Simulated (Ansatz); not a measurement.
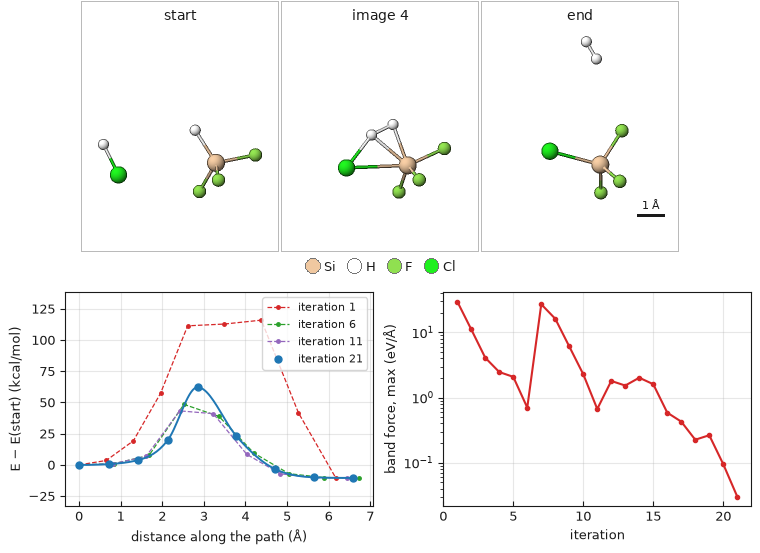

NEB run on SiH$_{2}$ClF$_{3}$, made up at the start of SiHF$_{3}$ and HCl. Images are numbered from 0 (start) to 8 (end). The plot follows the band through its iterations. The picture is a ball-and-stick view, seen from a free direction.

Method: RHF/def2-SVP in Ansatz 0.2.0. Settings: 7 movable images; climbing image; force threshold 0.05 eV/Å; iteration limit 60; starting path through a guess of the saddle point.

Question: Did the band converge, and can the barrier be trusted?

Answer: The result is final at these settings. The band converged in 21 iterations. The largest component of the band force went from 30 to 0.03 eV/Å. The climbing image converged on the top of the path. Its vibrational analysis gives one imaginary mode (1338i cm⁻¹), as a transition state must have. The first iteration put the highest image at 116.0 kcal/mol. The energy climbs by 62.2 kcal/mol to image 4 and then falls by 72.7 kcal/mol, so the end point sits at −10.4 kcal/mol.

Limits of the set-up: the start holds two separate molecules, 3.5 Å apart at their closest, whose relative position is a soft coordinate and is computed without a dispersion correction; Hartree-Fock leaves out electron correlation.

Cost: 2.1 min on 1 thread of AMD EPYC 9R45 96-Core Processor (Zen 5), on a shared host, peak memory 0.19 GiB.
